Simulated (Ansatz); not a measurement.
We consider cubic perovskite SrVO3, described by LDA (PAW; Ansatz, a quantum-chemistry and plane-wave program).

Run with plane-wave cutoff 520 eV, 14×14×14 k mesh, Fermi–Dirac smearing 0.05 eV, no spin polarisation, scalar-relativistic PAW data made under PBE.

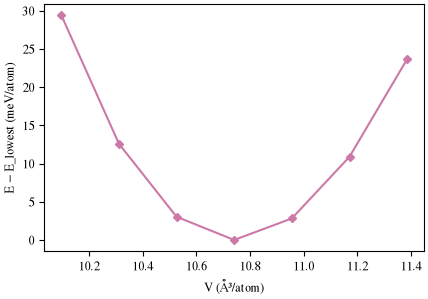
*Total energy against volume*

Question: From the curve, estimate the equilibrium volume and the bulk modulus.

Answer: V0 ≈ 10.7 Å³/atom and B0 ≈ 220 GPa; the fit gives V0 = 10.742 Å³/atom, B0 = 218 GPa, B′ = 4.4.

Measured, for comparison: equilibrium volume per atom 11.34 Å³/atom (temperature not stated, not corrected to a static lattice; as tabulated in Marks et al. (2021), arXiv:2103.05797). Computed (rounded) less measured: equilibrium volume per atom -5.3 %.

Computed values are for the static lattice.
